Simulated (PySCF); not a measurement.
**CH₉NSi₃ (SMILES [SiH3]N1[SiH2]C[SiH2]1): density, localisation and related maps**

The calculation's input:

```
{"job": {"kind": "nmr", "xc": "PBE0", "basis": "pcSseg-1", "every": 1, "pop": false}, "charge": 0, "multiplicity": 1}
Si    -2.198526    -0.092621     0.136862
N     -0.471557    -0.088548     0.175755
Si     0.704054    -1.082509    -0.667429
C      1.927033    -0.126463     0.456032
Si     0.690657     1.291560     0.169417
H     -2.732363     0.358451    -1.158369
H     -2.617000    -1.472770     0.383940
H     -2.637044     0.819767     1.193710
H      0.875127    -0.823925    -2.099877
H      0.447063    -2.499558    -0.431773
H      1.895400    -0.489135     1.475821
H      2.965150    -0.011590     0.158004
H      0.832749     1.986098    -1.111243
H      0.347305     2.229592     1.232187
```

Run with:

```sh
OMP_NUM_THREADS=1 python ens_run.py task.json out
```

Geometry: GFN2-xTB, coordinate held.

Method: PySCF, PBE0/pcSseg-1, SCF density, gas phase, non-relativistic.

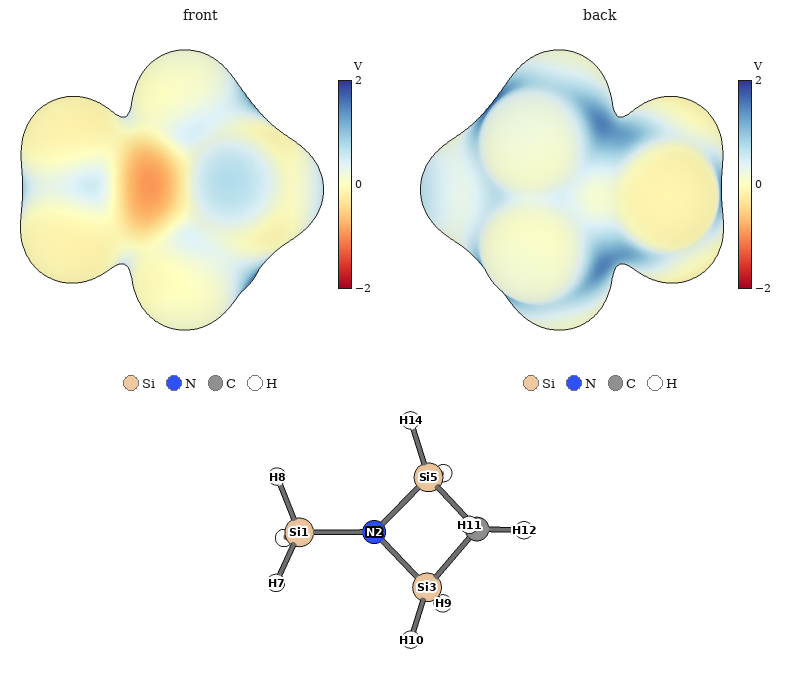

Figure 1. The molecular electrostatic potential painted on the density surface at 0.002 e/bohr³, seen from the front and from behind; the colour scale runs from red (negative) to blue (positive). The bare structure is drawn below in the same view.

Which sites attract a positive test charge, and which a negative one?

Answer. A positive charge is drawn to the negative regions and a negative charge to the positive ones. The most negative region (about −0.9 V, or −21 kcal/mol for a unit charge) lies over N2, the most positive (about +1.6 V, or +37 kcal/mol for a unit charge) over Si3 and Si5.

What dipole moment does the calculation give?

Answer. Its dipole moment is 0.97 D.

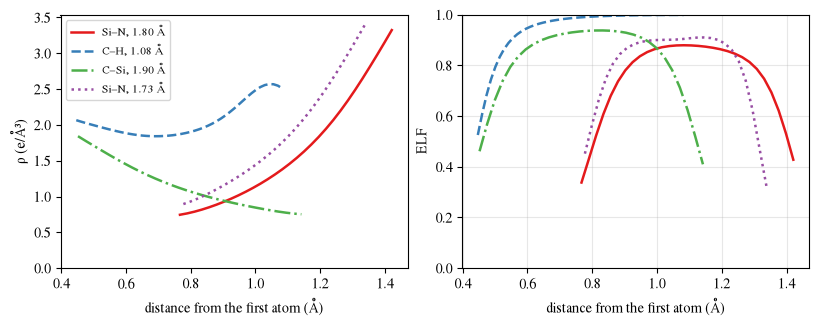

Figure 2. Electron density and electron localisation function along straight lines between neighbouring atoms. The curves leave out the atomic cores.

What kind of bonding do the profiles show?

Answer. Si–N (1.80 Å): the density is about 0.93 e/Å³ at the midpoint; the ELF peaks at about 0.90 between the atoms (a polar covalent bond).
C–H (1.08 Å): the density is about 1.9 e/Å³ at the midpoint; the ELF climbs to about 1 towards the hydrogen, as it does in any bond to H (an ordinary covalent bond to hydrogen).
C–Si (1.90 Å): the density is about 0.89 e/Å³ at the midpoint; the ELF peaks at about 0.95 between the atoms; localised, covalent bonding.
Si–N (1.73 Å): ρ is about 1.1 e/Å³ halfway; the ELF peaks at about 0.90 between the atoms: a shared but strongly polarised pair.
